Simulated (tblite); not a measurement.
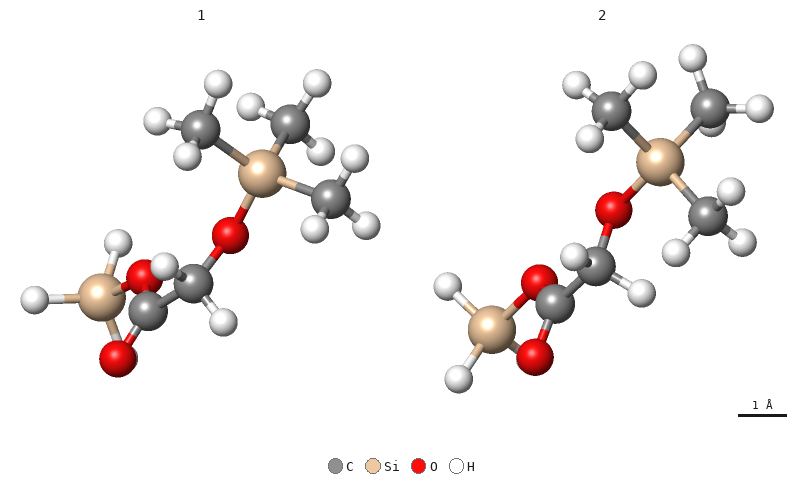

Two geometries of C₅H₁₄O₃Si₂, drawn at one scale. One is the start of a relaxation, the other its converged end. Style: ball-and-stick. Shown from a free direction.

All numbers below come from tblite, GFN2-xTB geometry optimisation, gas phase. 

### Which of the two is the end point?

Structure 1 is the relaxed one. After 177 geometry steps the energy has fallen by 1.155 eV. The largest moves after the best rigid fit, 1.78 Å, are those of H atoms. Largest moves by element: H 1.78 Å, Si 0.72 Å, O 0.71 Å, C 0.64 Å. Some distances before and after: O–Si 1.744 → 1.661 Å, O–Si 1.720 → 1.641 Å, C–O 1.384 → 1.312 Å, C–O 1.265 → 1.203 Å. Among the angles between lasting bonds that change: Si–O–C 113.4° → 129.1°, H–Si–H 104.8° → 114.2°, C–C–O 122.7° → 113.6°. Groups turn about O–Si by about 45°, C–Si by about 40°, O–Si by about 35°. The run took 1.7 s on 1 thread of Arm Neoverse V2 (shared host).
